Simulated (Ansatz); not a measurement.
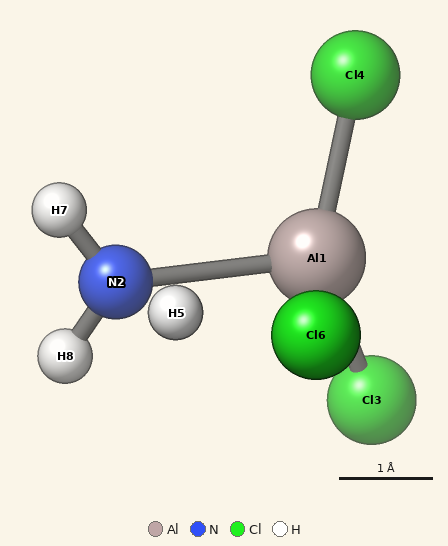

The input geometry (ball-and-stick view, seen at a tilt; atoms are numbered from 1 in the order of the input). Sticks mark near contacts. Bond lengths as drawn: Al–Cl 2.02 Å, Al–N 2.24 Å and H–N 1.01 Å.

**Molecular dynamics of AlNH3Cl3 (part 1 of 4)**

AlNH3Cl3, computed with UKS PBE/6-31G (Ansatz 0.2.0).

It belongs to a series of runs on one base structure; here: dynamics from the start. Figures and captions count atoms from 1; the log counts them from 0 in places.

### The input
```yaml
crystal:
  periodic: [false, false, false]
  atoms:
    - { symbol: Al, position_ang: [-0.9026, 0.4974, -0.5775] }
    - { symbol: "N", position_ang: [0.4518, -0.9452, 0.4702] }
    - { symbol: Cl, position_ang: [-0.8263, 0.1396, -2.5598] }
    - { symbol: Cl, position_ang: [-2.358, 1.033, 0.7113] }
    - { symbol: H, position_ang: [1.1087, 0.2169, 0.4939] }
    - { symbol: Cl, position_ang: [1.1906, 1.9135, 0.0465] }
    - { symbol: H, position_ang: [0.3038, -1.2371, 1.4258] }
    - { symbol: H, position_ang: [1.0321, -1.6179, -0.0103] }
magnetization:
  spin_polarized: true
basis:
  gaussian: { orbitals: "6-31G" }
hamiltonian:
  xc: pbe
md:
  timestep: 0.5
  n_steps: 150
  ensemble: nve
  temperature: 600.0
  initial_velocities: maxwell_boltzmann
  seed: 288852
```

Machine: 1 thread of Arm Neoverse V1, 24 GiB of memory available, shared host.

Launch command:
```bash
ansatz run input.yaml --threads 1 --pin off --max-ram 2048MiB --backend cpu --events-out ev --progress --plain --runs-dir out
```

### Log
```
Engine: ansatz 0.2.0, aarch64-unknown-linux-gnu
Functional definition: PBE
  parameter kappa = 0.804
  parameter beta = 0.06672455060314922
  exchange = pbe_x(kappa = kappa, mu = beta*pi^2/3)
  correlation = pbe_c(beta = beta)
837 factors; integrals over basis functions are off by at most 2.1e-4 eV
mean field evaluation 1: about -45676.1837 eV, gradient 4.0e1 eV
mean field evaluation 2: about -45653.2364 eV, gradient 7.3e1 eV
mean field evaluation 4: about -45683.3216 eV, gradient 4.5e0 eV
mean field evaluation 8: about -45683.4576 eV, gradient 7.1e-2 eV
mean field -45683.45763765 eV, -1678.8361028241 hartree, gradient 4.1e-5 eV, S^2 0.000000; 0 other end points of the search recorded, 0 dependent functions left out
the calculation of the forces begins
reference -45683.45767945 eV, -1678.8361043599 hartree; 37, 37 occupied and 30, 30 virtual orbitals, 837 factors
md step     0: t =     0.00 fs  T =   600.0 K  F+E_penalty+E_count = -45683.45763765 eV  E_kin = 0.465336 eV  conserved = -45682.99230166 eV  (26 SCF iters)
these checks for a lower state are left out or cut short: starts, cluster_reference, orbital_swaps, neighbouring_geometries, increment
837 factors; integrals over basis functions are off by at most 2.1e-4 eV
mean field evaluation 16: about -45683.4781 eV, gradient 6.0e-1 eV
mean field -45683.47302844 eV, -1678.8366684249 hartree, gradient 1.3e-5 eV, S^2 0.000000; 0 other end points of the search recorded, 0 dependent functions left out
the calculation of the forces begins
reference -45683.47307022 eV, -1678.8366699605 hartree; 37, 37 occupied and 30, 30 virtual orbitals, 837 factors
md step     1: t =     0.50 fs  T =   619.4 K  F+E_penalty+E_count = -45683.47302844 eV  E_kin = 0.480359 eV  conserved = -45682.99266951 eV  (27 SCF iters)
[... from here on the SCF iterations and repeated set-up lines of each step are left out, up to the last step ...]
md step     2: t =     1.00 fs  T =   647.5 K  F+E_penalty+E_count = -45683.49486978 eV  E_kin = 0.502212 eV  conserved = -45682.99265807 eV  (27 SCF iters)
md step     3: t =     1.50 fs  T =   684.3 K  F+E_penalty+E_count = -45683.52305591 eV  E_kin = 0.530687 eV  conserved = -45682.99236932 eV  (26 SCF iters)
md step     4: t =     2.00 fs  T =   734.8 K  F+E_penalty+E_count = -45683.56189591 eV  E_kin = 0.569867 eV  conserved = -45682.99202854 eV  (27 SCF iters)
md step     5: t =     2.50 fs  T =   805.7 K  F+E_penalty+E_count = -45683.61676781 eV  E_kin = 0.624858 eV  conserved = -45682.99190979 eV  (27 SCF iters)
md step     6: t =     3.00 fs  T =   899.6 K  F+E_penalty+E_count = -45683.68999313 eV  E_kin = 0.697687 eV  conserved = -45682.99230651 eV  (26 SCF iters)
md step     7: t =     3.50 fs  T =  1009.6 K  F+E_penalty+E_count = -45683.77654193 eV  E_kin = 0.783035 eV  conserved = -45682.99350669 eV  (26 SCF iters)
md step     8: t =     4.00 fs  T =  1114.7 K  F+E_penalty+E_count = -45683.86017189 eV  E_kin = 0.864503 eV  conserved = -45682.99566870 eV  (27 SCF iters)
md step     9: t =     4.50 fs  T =  1178.1 K  F+E_penalty+E_count = -45683.91213478 eV  E_kin = 0.913690 eV  conserved = -45682.99844515 eV  (25 SCF iters)
md step    10: t =     5.00 fs  T =  1157.7 K  F+E_penalty+E_count = -45683.89816711 eV  E_kin = 0.897838 eV  conserved = -45683.00032901 eV  (23 SCF iters)
md step    11: t =     5.50 fs  T =  1036.0 K  F+E_penalty+E_count = -45683.80212218 eV  E_kin = 0.803496 eV  conserved = -45682.99862656 eV  (24 SCF iters)
md step    12: t =     6.00 fs  T =   864.8 K  F+E_penalty+E_count = -45683.66291072 eV  E_kin = 0.670720 eV  conserved = -45682.99219061 eV  (23 SCF iters)
md step    13: t =     6.50 fs  T =   769.9 K  F+E_penalty+E_count = -45683.58299125 eV  E_kin = 0.597113 eV  conserved = -45682.98587852 eV  (23 SCF iters)
md step    14: t =     7.00 fs  T =   861.5 K  F+E_penalty+E_count = -45683.65497024 eV  E_kin = 0.668115 eV  conserved = -45682.98685506 eV  (23 SCF iters)
md step    15: t =     7.50 fs  T =  1123.8 K  F+E_penalty+E_count = -45683.86525605 eV  E_kin = 0.871547 eV  conserved = -45682.99370883 eV  (23 SCF iters)
md step    16: t =     8.00 fs  T =  1435.2 K  F+E_penalty+E_count = -45684.11218004 eV  E_kin = 1.113091 eV  conserved = -45682.99908855 eV  (23 SCF iters)
md step    17: t =     8.50 fs  T =  1684.5 K  F+E_penalty+E_count = -45684.30662457 eV  E_kin = 1.306414 eV  conserved = -45683.00021080 eV  (24 SCF iters)
md step    18: t =     9.00 fs  T =  1830.6 K  F+E_penalty+E_count = -45684.41869212 eV  E_kin = 1.419741 eV  conserved = -45682.99895132 eV  (23 SCF iters)
md step    19: t =     9.50 fs  T =  1882.5 K  F+E_penalty+E_count = -45684.45732150 eV  E_kin = 1.460019 eV  conserved = -45682.99730286 eV  (23 SCF iters)
md step    20: t =    10.00 fs  T =  1864.4 K  F+E_penalty+E_count = -45684.44185418 eV  E_kin = 1.445924 eV  conserved = -45682.99593056 eV  (26 SCF iters)
md step    21: t =    10.50 fs  T =  1799.6 K  F+E_penalty+E_count = -45684.39050928 eV  E_kin = 1.395727 eV  conserved = -45682.99478245 eV  (25 SCF iters)
md step    22: t =    11.00 fs  T =  1709.7 K  F+E_penalty+E_count = -45684.31969680 eV  E_kin = 1.325963 eV  conserved = -45682.99373342 eV  (24 SCF iters)
md step    23: t =    11.50 fs  T =  1614.8 K  F+E_penalty+E_count = -45684.24517290 eV  E_kin = 1.252404 eV  conserved = -45682.99276921 eV  (25 SCF iters)
md step    24: t =    12.00 fs  T =  1534.3 K  F+E_penalty+E_count = -45684.18188972 eV  E_kin = 1.189942 eV  conserved = -45682.99194792 eV  (25 SCF iters)
md step    25: t =    12.50 fs  T =  1484.8 K  F+E_penalty+E_count = -45684.14285877 eV  E_kin = 1.151521 eV  conserved = -45682.99133753 eV  (25 SCF iters)
md step    26: t =    13.00 fs  T =  1478.8 K  F+E_penalty+E_count = -45684.13789625 eV  E_kin = 1.146906 eV  conserved = -45682.99098990 eV  (26 SCF iters)
md step    27: t =    13.50 fs  T =  1523.6 K  F+E_penalty+E_count = -45684.17262539 eV  E_kin = 1.181668 eV  conserved = -45682.99095714 eV  (25 SCF iters)
md step    28: t =    14.00 fs  T =  1619.8 K  F+E_penalty+E_count = -45684.24759606 eV  E_kin = 1.256284 eV  conserved = -45682.99131240 eV  (25 SCF iters)
md step    29: t =    14.50 fs  T =  1760.1 K  F+E_penalty+E_count = -45684.35720938 eV  E_kin = 1.365033 eV  conserved = -45682.99217615 eV  (25 SCF iters)
md step    30: t =    15.00 fs  T =  1926.9 K  F+E_penalty+E_count = -45684.48813749 eV  E_kin = 1.494423 eV  conserved = -45682.99371413 eV  (25 SCF iters)
md step    31: t =    15.50 fs  T =  2090.5 K  F+E_penalty+E_count = -45684.61735221 eV  E_kin = 1.621278 eV  conserved = -45682.99607380 eV  (24 SCF iters)
md step    32: t =    16.00 fs  T =  2207.4 K  F+E_penalty+E_count = -45684.71106748 eV  E_kin = 1.711966 eV  conserved = -45682.99910134 eV  (25 SCF iters)
md step    33: t =    16.50 fs  T =  2227.1 K  F+E_penalty+E_count = -45684.72898558 eV  E_kin = 1.727250 eV  conserved = -45683.00173519 eV  (25 SCF iters)
md step    34: t =    17.00 fs  T =  2115.8 K  F+E_penalty+E_count = -45684.64238740 eV  E_kin = 1.640945 eV  conserved = -45683.00144278 eV  (24 SCF iters)
md step    35: t =    17.50 fs  T =  1902.6 K  F+E_penalty+E_count = -45684.47121478 eV  E_kin = 1.475552 eV  conserved = -45682.99566231 eV  (24 SCF iters)
md step    36: t =    18.00 fs  T =  1710.9 K  F+E_penalty+E_count = -45684.31390890 eV  E_kin = 1.326928 eV  conserved = -45682.98698056 eV  (23 SCF iters)
md step    37: t =    18.50 fs  T =  1697.4 K  F+E_penalty+E_count = -45684.30080070 eV  E_kin = 1.316474 eV  conserved = -45682.98432674 eV  (23 SCF iters)
md step    38: t =    19.00 fs  T =  1907.0 K  F+E_penalty+E_count = -45684.47003366 eV  E_kin = 1.478991 eV  conserved = -45682.99104236 eV  (23 SCF iters)
md step    39: t =    19.50 fs  T =  2223.2 K  F+E_penalty+E_count = -45684.72371792 eV  E_kin = 1.724238 eV  conserved = -45682.99947952 eV  (23 SCF iters)
md step    40: t =    20.00 fs  T =  2484.6 K  F+E_penalty+E_count = -45684.93020596 eV  E_kin = 1.926973 eV  conserved = -45683.00323324 eV  (23 SCF iters)
md step    41: t =    20.50 fs  T =  2600.6 K  F+E_penalty+E_count = -45685.01955232 eV  E_kin = 2.016931 eV  conserved = -45683.00262148 eV  (25 SCF iters)
md step    42: t =    21.00 fs  T =  2563.8 K  F+E_penalty+E_count = -45684.98849932 eV  E_kin = 1.988412 eV  conserved = -45683.00008716 eV  (26 SCF iters)
md step    43: t =    21.50 fs  T =  2412.1 K  F+E_penalty+E_count = -45684.86790264 eV  E_kin = 1.870710 eV  conserved = -45682.99719243 eV  (25 SCF iters)
md step    44: t =    22.00 fs  T =  2196.7 K  F+E_penalty+E_count = -45684.69823950 eV  E_kin = 1.703649 eV  conserved = -45682.99459025 eV  (26 SCF iters)
md step    45: t =    22.50 fs  T =  1967.0 K  F+E_penalty+E_count = -45684.51804464 eV  E_kin = 1.525536 eV  conserved = -45682.99250854 eV  (26 SCF iters)
md step    46: t =    23.00 fs  T =  1764.1 K  F+E_penalty+E_count = -45684.35920634 eV  E_kin = 1.368198 eV  conserved = -45682.99100788 eV  (25 SCF iters)
md step    47: t =    23.50 fs  T =  1618.4 K  F+E_penalty+E_count = -45684.24524184 eV  E_kin = 1.255160 eV  conserved = -45682.99008170 eV  (27 SCF iters)
md step    48: t =    24.00 fs  T =  1548.7 K  F+E_penalty+E_count = -45684.19086354 eV  E_kin = 1.201145 eV  conserved = -45682.98971855 eV  (25 SCF iters)
md step    49: t =    24.50 fs  T =  1562.6 K  F+E_penalty+E_count = -45684.20184479 eV  E_kin = 1.211899 eV  conserved = -45682.98994618 eV  (28 SCF iters)
md step    50: t =    25.00 fs  T =  1655.1 K  F+E_penalty+E_count = -45684.27450456 eV  E_kin = 1.283646 eV  conserved = -45682.99085850 eV  (27 SCF iters)
md step    51: t =    25.50 fs  T =  1807.5 K  F+E_penalty+E_count = -45684.39444818 eV  E_kin = 1.401840 eV  conserved = -45682.99260807 eV  (27 SCF iters)
md step    52: t =    26.00 fs  T =  1984.9 K  F+E_penalty+E_count = -45684.53474045 eV  E_kin = 1.539399 eV  conserved = -45682.99534134 eV  (26 SCF iters)
md step    53: t =    26.50 fs  T =  2134.9 K  F+E_penalty+E_count = -45684.65472639 eV  E_kin = 1.655740 eV  conserved = -45682.99898639 eV  (26 SCF iters)
md step    54: t =    27.00 fs  T =  2192.3 K  F+E_penalty+E_count = -45684.70302317 eV  E_kin = 1.700282 eV  conserved = -45683.00274158 eV  (25 SCF iters)
md step    55: t =    27.50 fs  T =  2099.2 K  F+E_penalty+E_count = -45684.63235496 eV  E_kin = 1.628051 eV  conserved = -45683.00430410 eV  (25 SCF iters)
md step    56: t =    28.00 fs  T =  1851.1 K  F+E_penalty+E_count = -45684.43576178 eV  E_kin = 1.435650 eV  conserved = -45683.00011218 eV  (26 SCF iters)
md step    57: t =    28.50 fs  T =  1553.3 K  F+E_penalty+E_count = -45684.19443279 eV  E_kin = 1.204664 eV  conserved = -45682.98976907 eV  (26 SCF iters)
md step    58: t =    29.00 fs  T =  1403.3 K  F+E_penalty+E_count = -45684.07035849 eV  E_kin = 1.088361 eV  conserved = -45682.98199724 eV  (25 SCF iters)
md step    59: t =    29.50 fs  T =  1535.0 K  F+E_penalty+E_count = -45684.17679940 eV  E_kin = 1.190481 eV  conserved = -45682.98631859 eV  (26 SCF iters)
md step    60: t =    30.00 fs  T =  1874.0 K  F+E_penalty+E_count = -45684.45102615 eV  E_kin = 1.453428 eV  conserved = -45682.99759784 eV  (26 SCF iters)
md step    61: t =    30.50 fs  T =  2214.2 K  F+E_penalty+E_count = -45684.72202058 eV  E_kin = 1.717219 eV  conserved = -45683.00480148 eV  (25 SCF iters)
md step    62: t =    31.00 fs  T =  2399.3 K  F+E_penalty+E_count = -45684.86605598 eV  E_kin = 1.860815 eV  conserved = -45683.00524076 eV  (26 SCF iters)
md step    63: t =    31.50 fs  T =  2393.4 K  F+E_penalty+E_count = -45684.85819884 eV  E_kin = 1.856202 eV  conserved = -45683.00199694 eV  (26 SCF iters)
md step    64: t =    32.00 fs  T =  2240.1 K  F+E_penalty+E_count = -45684.73534904 eV  E_kin = 1.737352 eV  conserved = -45682.99799708 eV  (27 SCF iters)
md step    65: t =    32.50 fs  T =  2008.8 K  F+E_penalty+E_count = -45684.55251726 eV  E_kin = 1.557921 eV  conserved = -45682.99459651 eV  (25 SCF iters)
md step    66: t =    33.00 fs  T =  1763.4 K  F+E_penalty+E_count = -45684.35976655 eV  E_kin = 1.367618 eV  conserved = -45682.99214856 eV  (27 SCF iters)
md step    67: t =    33.50 fs  T =  1552.5 K  F+E_penalty+E_count = -45684.19462646 eV  E_kin = 1.204025 eV  conserved = -45682.99060100 eV  (27 SCF iters)
md step    68: t =    34.00 fs  T =  1407.6 K  F+E_penalty+E_count = -45684.08150039 eV  E_kin = 1.091695 eV  conserved = -45682.98980507 eV  (28 SCF iters)
md step    69: t =    34.50 fs  T =  1345.6 K  F+E_penalty+E_count = -45684.03319421 eV  E_kin = 1.043557 eV  conserved = -45682.98963740 eV  (28 SCF iters)
md step    70: t =    35.00 fs  T =  1369.8 K  F+E_penalty+E_count = -45684.05243901 eV  E_kin = 1.062390 eV  conserved = -45682.99004877 eV  (28 SCF iters)
md step    71: t =    35.50 fs  T =  1471.9 K  F+E_penalty+E_count = -45684.13259538 eV  E_kin = 1.141527 eV  conserved = -45682.99106831 eV  (26 SCF iters)
md step    72: t =    36.00 fs  T =  1630.6 K  F+E_penalty+E_count = -45684.25740552 eV  E_kin = 1.264617 eV  conserved = -45682.99278898 eV  (26 SCF iters)
md step    73: t =    36.50 fs  T =  1811.3 K  F+E_penalty+E_count = -45684.40007928 eV  E_kin = 1.404767 eV  conserved = -45682.99531214 eV  (26 SCF iters)
md step    74: t =    37.00 fs  T =  1965.2 K  F+E_penalty+E_count = -45684.52269539 eV  E_kin = 1.524093 eV  conserved = -45682.99860272 eV  (27 SCF iters)
md step    75: t =    37.50 fs  T =  2032.5 K  F+E_penalty+E_count = -45684.57842687 eV  E_kin = 1.576326 eV  conserved = -45683.00210114 eV  (26 SCF iters)
md step    76: t =    38.00 fs  T =  1957.9 K  F+E_penalty+E_count = -45684.52247417 eV  E_kin = 1.518448 eV  conserved = -45683.00402600 eV  (27 SCF iters)
md step    77: t =    38.50 fs  T =  1727.5 K  F+E_penalty+E_count = -45684.34093382 eV  E_kin = 1.339816 eV  conserved = -45683.00111756 eV  (26 SCF iters)
md step    78: t =    39.00 fs  T =  1424.1 K  F+E_penalty+E_count = -45684.09620046 eV  E_kin = 1.104439 eV  conserved = -45682.99176194 eV  (26 SCF iters)
md step    79: t =    39.50 fs  T =  1231.8 K  F+E_penalty+E_count = -45683.93807616 eV  E_kin = 0.955339 eV  conserved = -45682.98273750 eV  (26 SCF iters)
md step    80: t =    40.00 fs  T =  1306.2 K  F+E_penalty+E_count = -45683.99811683 eV  E_kin = 1.013008 eV  conserved = -45682.98510868 eV  (27 SCF iters)
md step    81: t =    40.50 fs  T =  1604.8 K  F+E_penalty+E_count = -45684.24128669 eV  E_kin = 1.244656 eV  conserved = -45682.99663095 eV  (27 SCF iters)
md step    82: t =    41.00 fs  T =  1922.7 K  F+E_penalty+E_count = -45684.49635093 eV  E_kin = 1.491170 eV  conserved = -45683.00518109 eV  (27 SCF iters)
md step    83: t =    41.50 fs  T =  2083.8 K  F+E_penalty+E_count = -45684.62230477 eV  E_kin = 1.616122 eV  conserved = -45683.00618315 eV  (26 SCF iters)
md step    84: t =    42.00 fs  T =  2040.8 K  F+E_penalty+E_count = -45684.58545282 eV  E_kin = 1.582774 eV  conserved = -45683.00267924 eV  (27 SCF iters)
md step    85: t =    42.50 fs  T =  1840.4 K  F+E_penalty+E_count = -45684.42552142 eV  E_kin = 1.427331 eV  conserved = -45682.99819055 eV  (27 SCF iters)
md step    86: t =    43.00 fs  T =  1560.1 K  F+E_penalty+E_count = -45684.20435448 eV  E_kin = 1.209959 eV  conserved = -45682.99439592 eV  (27 SCF iters)
md step    87: t =    43.50 fs  T =  1271.6 K  F+E_penalty+E_count = -45683.97790812 eV  E_kin = 0.986202 eV  conserved = -45682.99170585 eV  (27 SCF iters)
md step    88: t =    44.00 fs  T =  1028.2 K  F+E_penalty+E_count = -45683.78747608 eV  E_kin = 0.797444 eV  conserved = -45682.99003204 eV  (27 SCF iters)
md step    89: t =    44.50 fs  T =   864.3 K  F+E_penalty+E_count = -45683.65946626 eV  E_kin = 0.670283 eV  conserved = -45682.98918359 eV  (28 SCF iters)
md step    90: t =    45.00 fs  T =   797.5 K  F+E_penalty+E_count = -45683.60749404 eV  E_kin = 0.618475 eV  conserved = -45682.98901889 eV  (28 SCF iters)
md step    91: t =    45.50 fs  T =   831.3 K  F+E_penalty+E_count = -45683.63419591 eV  E_kin = 0.644704 eV  conserved = -45682.98949165 eV  (28 SCF iters)
md step    92: t =    46.00 fs  T =   955.8 K  F+E_penalty+E_count = -45683.73191624 eV  E_kin = 0.741266 eV  conserved = -45682.99064985 eV  (28 SCF iters)
md step    93: t =    46.50 fs  T =  1147.1 K  F+E_penalty+E_count = -45683.88223924 eV  E_kin = 0.889635 eV  conserved = -45682.99260459 eV  (28 SCF iters)
md step    94: t =    47.00 fs  T =  1366.0 K  F+E_penalty+E_count = -45684.05489460 eV  E_kin = 1.059443 eV  conserved = -45682.99545166 eV  (27 SCF iters)
```
